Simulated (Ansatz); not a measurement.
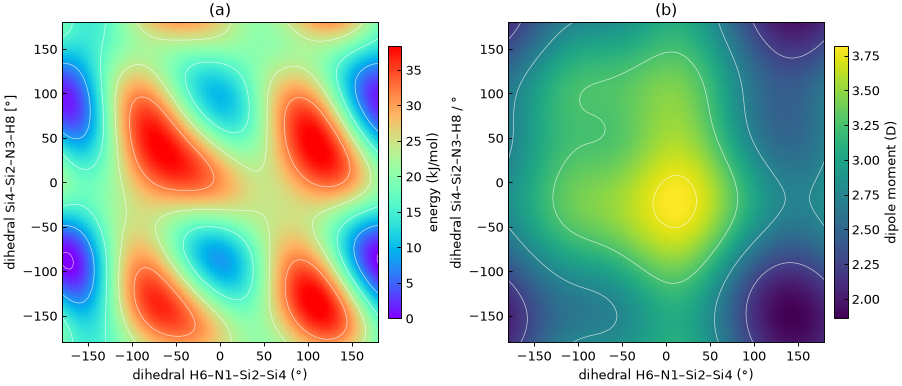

ClH7N2Si2, SMILES N[Si](N)([SiH3])Cl. Coordinates scanned: (1) dihedral H6–N1–Si2–Si4; (2) dihedral Si4–Si2–N3–H8. Nothing is relaxed (all other coordinates rigid). Grid: 18 × 18 points. Points are written as (first, second). Energies: kJ/mol, counted from the lowest grid point. Theory: RHF/def2-SVP in Ansatz.

Panel (a) is the energy; panel (b) is the computed dipole moment, in D.

Drawn: a smooth colour map with a few white contour lines. Between grid points the surface is interpolated.

### How does the dipole moment vary over the map, and what is it at the lowest grid point?

Leaving out the highest fifth of the energies, it runs from 1.90 D at (160°, −160°) to 3.82 D at (20°, −20°). At the lowest grid point, (−180°, −80°), it is 2.52 D.
